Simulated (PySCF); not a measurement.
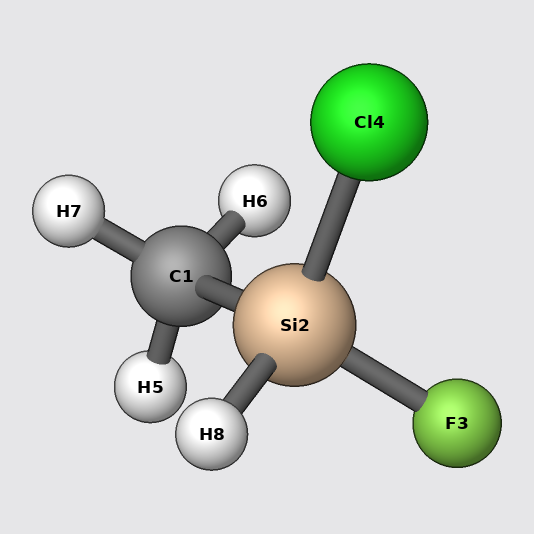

Computed geometry: GFN2-xTB optimisation. No frequency run is at hand to confirm it as a minimum. Level of theory: GIAO PBE0/pcSseg-1 NMR shielding, non-relativistic, gas phase (PySCF 2.14.0). Principal shieldings σ11 ≤ σ22 ≤ σ33, span Ω = σ33 − σ11, skew κ = 3(σiso − σ22)/Ω.

Give the shielding tensors of the Cl atoms.

```csv
atom,σ11,σ22,σ33,σiso,Ω,κ
Cl4,754.7,939.3,990.3,894.8,235.6,−0.57
```

Shieldings and span in ppm.

The geometry is semi-empirical. Around Si such bond lengths and angles can be off by a tenth of an ångström or more and by several degrees, and values that hang on the shape move with them.
